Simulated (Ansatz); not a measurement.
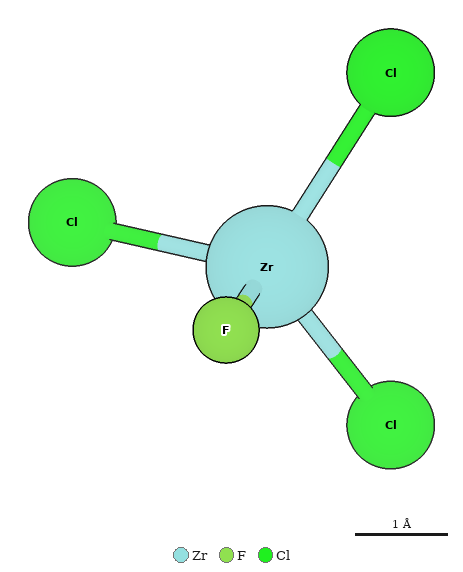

Starting structure of ZrCl3F. Style: ball-and-stick. Shown at a tilt.

The run prepares the start of a later molecular dynamics calculation, from a guessed geometry.

All numbers below come from Ansatz 0.2.0, RHF/def2-SVP.

Input file:
```yaml
crystal:
  periodic: [false, false, false]
  atoms:
    - { symbol: Zr, position_ang: [0.0, 0.0, 0.0] }
    - { symbol: F, position_ang: [0.0, 0.0, 1.98] }
    - { symbol: Cl, position_ang: [2.3764, 0.0, -0.8392] }
    - { symbol: Cl, position_ang: [-1.1869, 2.0563, -0.8392] }
    - { symbol: Cl, position_ang: [-1.1869, -2.0563, -0.8392] }
basis:
  gaussian: { orbitals: def2-SVP }
hamiltonian:
  xc: hf
relax:
  f_tol: 0.02
  max_steps: 40
```

Launched with:
```bash
ansatz run input.yaml --threads 1 --pin off --max-ram 2048MiB --backend cpu --events-out ev --progress --plain --runs-dir out
```

### What does the optimiser find from here?

The largest moves after the best rigid fit, 0.16 Å, are those of Cl3, Cl4 and Cl5. By element the largest moves are Cl 0.16 Å, F 0.13 Å, Zr 0.03 Å. Some distances before and after: Zr1–Cl3 2.520 → 2.354 Å, Zr1–F2 1.980 → 1.882 Å. The energy falls by 0.781 eV in 4 geometry steps. The largest force component goes from 2.8 to under 0.0001 eV/Å.

History of the run:

| step | E − E(0), eV | largest force component, eV/Å |
| --- | --- | --- |
| 0 | 0.0000 | 2.8335 |
| 1 | -0.7232 | 0.8274 |
| 2 | -0.7809 | 0.1230 |
| 3 | -0.7812 | 0.0245 |
| 4 | -0.7812 | 0.0001 |

The structure at the end:

```xyz
5

Zr    0.0005    0.0000   -0.0307
F     0.0003    0.0000    1.8517
Cl    2.2304    0.0000   -0.7859
Cl   -1.1143    1.9310   -0.7863
Cl   -1.1143   -1.9310   -0.7863
```

The end point in the same view:

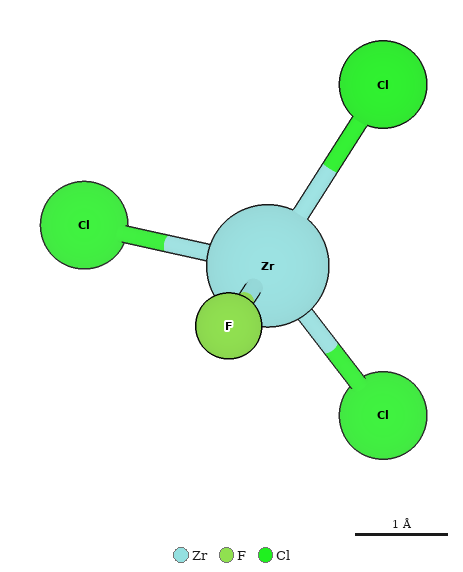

Limits of the set-up: Hartree-Fock leaves out electron correlation.
